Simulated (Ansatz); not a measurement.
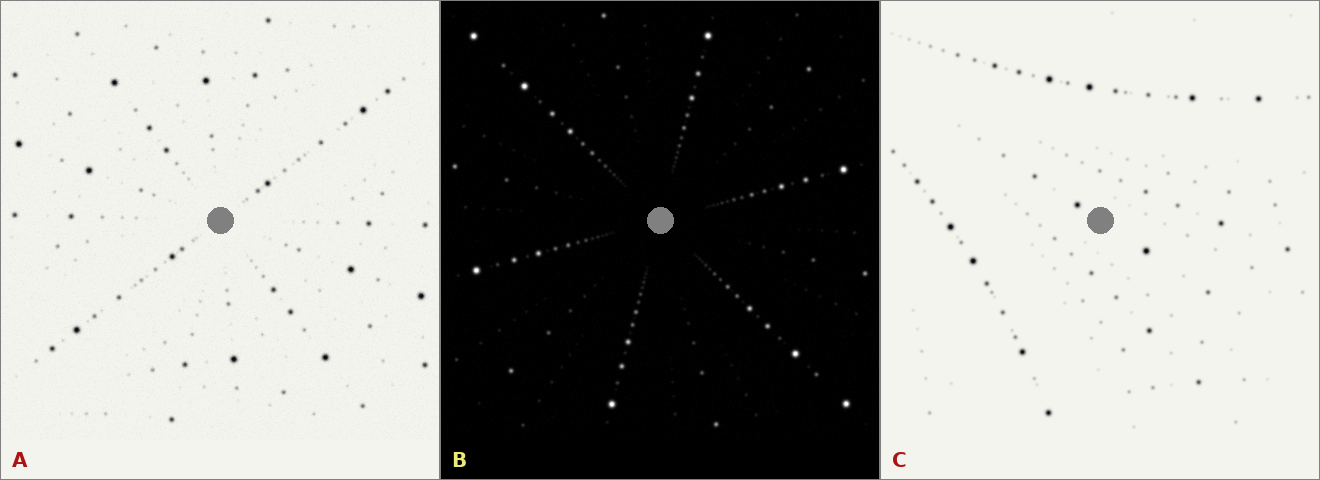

Simulated back-reflection Laue patterns (white X-rays, 0.45 to 2.2 Å, flat plate covering ±45° about the beam, kinematic intensities, seen from the source). Crystal: Re, space group P6_3/mmc (No. 194), a = 2.786 Å, c = 4.496 Å (hexagonal axes). Structure: the input geometry of an electronic-structure calculation (not necessarily at equilibrium).

```csv
atom,site,symmetry,x,y,z
Re,2c,-6m2,0.3333,0.6667,0.2500
```

Q: The directions [001], [101], [210] point towards the source, in some order. Which is which?

A: A: [210], symmetry 2mm (a twofold axis with two mirror lines). B: [001], symmetry 6mm (a sixfold axis with mirror lines). C: [101], symmetry m (one mirror line). The Laue class is 6/mmm.
